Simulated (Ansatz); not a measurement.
# One shape, several levels: [BPH5]− (SMILES [BH3-]P)

We compute a comparison of 6 runs (UHF/STO-3G, CAM-B3LYP/STO-3G, UB3LYP/STO-3G, RPA@PBE/STO-3G, CCSD(T)/STO-3G, FCI/STO-3G) of [BPH5]−. 

The calculation is run with Ansatz 0.2.0.

1 further run of the same task is left out (set aside as unsound or not needed).

**1. Starting point**

[BPH5]−: 7 atoms, total charge -1, spin state singlet. SMILES: `[BH3-]P`. The H6–P2 distance was set to 2.077 Å, away from the relaxed value. At this shape a bond of the SMILES string is far longer than usual.

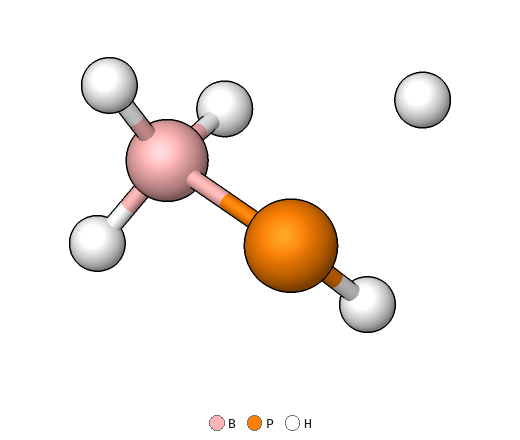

Viewed from a chosen angle; boron pink, phosphorus orange, hydrogen white.

**2. A single-point energy at UHF/STO-3G (run 1)**

The input, input.yaml:

```yaml
basis:
  gaussian: {orbitals: STO-3G}
crystal:
  periodic: [false, false, false]
  atoms:
    - {symbol: B, position_ang: [-0.266937, -1.169559, -0.351725]}
    - {symbol: P, position_ang: [0.936663, -0.349469, 1.007445]}
    - {symbol: H, position_ang: [-1.345177, -1.293889, 0.186535]}
    - {symbol: H, position_ang: [0.211823, -2.250809, -0.615225]}
    - {symbol: H, position_ang: [-0.318337, -0.444109, -1.318235]}
    - {symbol: H, position_ang: [0.219110, 1.599520, 0.971100]}
    - {symbol: H, position_ang: [1.997943, 0.010371, 0.192805]}
magnetization: {spin_polarized: true}
hamiltonian: {xc: hf}
total_charge: -1
accuracy: high
```

Run with:

```console
$ ansatz run input.yaml --threads 1 --pin off --max-ram 2610MiB --events-out events.jsonl --progress --plain --runs-dir runs
```

The log of the run:

```text
Warning: RAYON_NUM_THREADS=1 ignored (pool sized by the plan → 1); use --threads N
Functional definition: HF
  name "HF"
  exchange = exact_x
  correlation = 0
332 factors; integrals over basis functions are off by at most 1.6e-8 eV
mean field evaluation 1: about -9902.3638 eV, gradient 1.0e1 eV
mean field evaluation 2: about -9902.4193 eV, gradient 1.0e1 eV
mean field evaluation 4: about -9903.6234 eV, gradient 7.6e-1 eV
mean field evaluation 8: about -9903.6295 eV, gradient 3.5e-6 eV
mean field evaluation 16: about -9904.0320 eV, gradient 1.1e-1 eV
mean field evaluation 32: about -9904.0247 eV, gradient 9.8e-2 eV
mean field -9904.02488495 eV, -363.9662013328 hartree, gradient 1.6e-8 eV, S^2 0.508677; 3 other end points of the search recorded, 0 dependent functions left out
reference -9904.02488495 eV, -363.9662013328 hartree; 13, 13 occupied and 6, 6 virtual orbitals, 332 factors
Total energy: -9904.02488495 eV, -363.9662013328 hartree
```

It took 0.16 s on 1 thread of Arm Neoverse V2, shared host.

**3. The energy at CAM-B3LYP/STO-3G (run 2)**

Changes to input.yaml since step 2:

```diff
@@ -12,5 +12,4 @@
     - {symbol: H, position_ang: [1.997943, 0.010371, 0.192805]}
-magnetization: {spin_polarized: true}
-hamiltonian: {xc: hf}
 total_charge: -1
+hamiltonian: {xc: {name: CAM-B3LYP}}
 accuracy: high
```

Run with:

```console
$ ansatz run input.yaml --threads 1 --pin off --max-ram 2610MiB --events-out events.jsonl --progress --plain --runs-dir runs
```

The log of the run:

```text
Warning: RAYON_NUM_THREADS=1 ignored (pool sized by the plan → 1); use --threads N
Functional definition: CAM-B3LYP
  name "CAM-B3LYP"
  parameter alpha = 0.19
  parameter beta = 0.46
  parameter omega = 0.33/bohr
  parameter ac = 0.81
  exchange = (1 - alpha - beta)*b88_x + beta*b88_x_sr(omega) + alpha*exact_x + beta*exact_x_lr(omega)
  correlation = (1 - ac)*vwn5_c + ac*lyp_c
332 factors; integrals over basis functions are off by at most 1.6e-8 eV
173 factors; integrals over basis functions are off by at most 1.0e-9 eV
mean field evaluation 1: about -9924.6896 eV, gradient 1.9e1 eV
mean field evaluation 2: about -9924.7284 eV, gradient 2.0e1 eV
mean field evaluation 4: about -9926.7792 eV, gradient 3.2e-1 eV
mean field evaluation 8: about -9926.7112 eV, gradient 2.2e-3 eV
mean field evaluation 16: about -9926.7112 eV, gradient 1.6e-7 eV
mean field -9926.71115781 eV, -364.7999064832 hartree, gradient 2.6e-8 eV, S^2 0.000000; 0 other end points of the search recorded, 0 dependent functions left out
reference -9926.71117149 eV, -364.7999069857 hartree; 13, 13 occupied and 6, 6 virtual orbitals, 332 factors
Total energy: -9926.71117149 eV, -364.7999069857 hartree
```

Wall time 1.1 s (1 thread of Arm Neoverse V2, shared host); peak memory 0.099 GiB.

Runs 3 to 4 aren't shown in full; the table further down has their settings and results.

**4. A single-point energy at CCSD(T)/STO-3G (run 5)**

Changes to input.yaml since step 3:

```diff
@@ -1,3 +1 @@
-basis:
-  gaussian: {orbitals: STO-3G}
 crystal:
@@ -12,4 +10,8 @@
     - {symbol: H, position_ang: [1.997943, 0.010371, 0.192805]}
+basis:
+  gaussian: {orbitals: STO-3G}
+accuracy: high
+scf: {omitted_lower_state_checks: [cluster_reference, increment]}
+correlation: {method: ccsd_t, frozen_orbitals: {B: 1, H: 0, P: 5}}
+magnetization: {spin_polarized: false, initial_magnetization: 0}
 total_charge: -1
-hamiltonian: {xc: {name: CAM-B3LYP}}
-accuracy: high
```

Run with:

```console
$ ansatz run input.yaml --threads 1 --pin off --max-ram 2610MiB --events-out events.jsonl --progress --plain --runs-dir runs
```

The log of the run:

```text
Warning: RAYON_NUM_THREADS=1 ignored (pool sized by the plan → 1); use --threads N
[... 11 lines left out ...]
6 core orbitals not correlated: weight in the atoms' cores, before any rotation towards them, 1.000 or more for the frozen orbitals, at most 0.000 for the correlated occupied ones
[... 25 lines left out ...]
Total energy: -9907.63125796 eV, -364.0987330963 hartree
Checks for a lower state left out: cluster_reference, increment
```

It took 0.14 s on 1 thread of Arm Neoverse V2, shared host.

**5. The energy at FCI/STO-3G (run 6)**

The input, run.yaml:

```yaml
crystal:
  periodic: [false, false, false]
  atoms:
    - {symbol: B, position_ang: [-0.266937, -1.169559, -0.351725]}
    - {symbol: P, position_ang: [0.936663, -0.349469, 1.007445]}
    - {symbol: H, position_ang: [-1.345177, -1.293889, 0.186535]}
    - {symbol: H, position_ang: [0.211823, -2.250809, -0.615225]}
    - {symbol: H, position_ang: [-0.318337, -0.444109, -1.318235]}
    - {symbol: H, position_ang: [0.219110, 1.599520, 0.971100]}
    - {symbol: H, position_ang: [1.997943, 0.010371, 0.192805]}
basis:
  gaussian:
    orbitals: STO-3G
total_charge: -1
correlation:
  method: fci
  frozen_orbitals: {B: 1, H: 0, P: 5}
accuracy: high
```

Run with:

```console
$ ansatz run run.yaml --threads 1 --pin off --max-ram 2610MiB --events-out events.jsonl --progress --plain --runs-dir runs
```

The log of the run:

```text
Warning: RAYON_NUM_THREADS=1 ignored (pool sized by the plan → 1); use --threads N
Functional definition: HF
  name "HF"
  exchange = exact_x
  correlation = 0
332 factors; integrals over basis functions are off by at most 1.6e-8 eV
mean field evaluation 1: about -9902.3638 eV, gradient 1.5e1 eV
mean field evaluation 2: about -9902.4193 eV, gradient 1.4e1 eV
mean field evaluation 4: about -9903.6234 eV, gradient 1.1e0 eV
mean field evaluation 8: about -9903.6295 eV, gradient 2.2e-2 eV
mean field -9903.62951582 eV, -363.9516717851 hartree, gradient 9.0e-8 eV, S^2 0.000000; 0 other end points of the search recorded, 0 dependent functions left out; unrestricted orbitals would lower it
mean field evaluation 16: about -9904.0164 eV, gradient 5.7e-1 eV
6 core orbitals not correlated: weight in the atoms' cores, before any rotation towards them, 1.000 or more for the frozen orbitals, at most 0.000 for the correlated occupied ones
reference -9903.62951582 eV, -363.9516717851 hartree; 7, 7 occupied and 6, 6 virtual orbitals, 332 factors
state -9907.63790753 eV, -364.0989774634 hartree
Total energy: -9907.63790753 eV, -364.0989774634 hartree
```

It took 11 s on 1 thread of Arm Neoverse V2, shared host; peak memory 0.28 GiB.

**6. Overview of the runs**

| run | level | frozen core orbitals | energy (Eh) | wall time |
| --- | --- | --- | --- | --- |
| 1 | UHF/STO-3G | – | -363.966201 | 0.16 s |
| 2 | CAM-B3LYP/STO-3G | – | -364.799907 | 1.1 s |
| 3 | UB3LYP/STO-3G | – | -364.868247 | 1.8 s |
| 4 | RPA@PBE/STO-3G | 6 | -364.161759 | 1.5 s |
| 5 | CCSD(T)/STO-3G | 6 | -364.098733 | 0.14 s |
| 6 | FCI/STO-3G | 6 | -364.098977 | 11 s |

**7. Outcome**

| quantity | value |
| --- | --- |
| run 6: total energy | -364.09898 Eh |
| run 6: correlation energy (6 core orbitals frozen) | -147.3 mEh |

What this shows: Against full CI in this basis: UHF +132.8 mEh; CCSD(T) +0.2 mEh. Totals of different functionals can't be ranked against each other. In run 5 the log says that unrestricted orbitals would lower the reference, so the values rest on an unstable closed-shell determinant (other closed-shell runs at this shape may share the fault). In runs 1, 2, 3, 4, 5, 6 the basis is minimal, so the values are rough. Spin contamination of the reference: run 1 ⟨S²⟩ = 0.51. All runs together took 16 s, the longest 11 s.
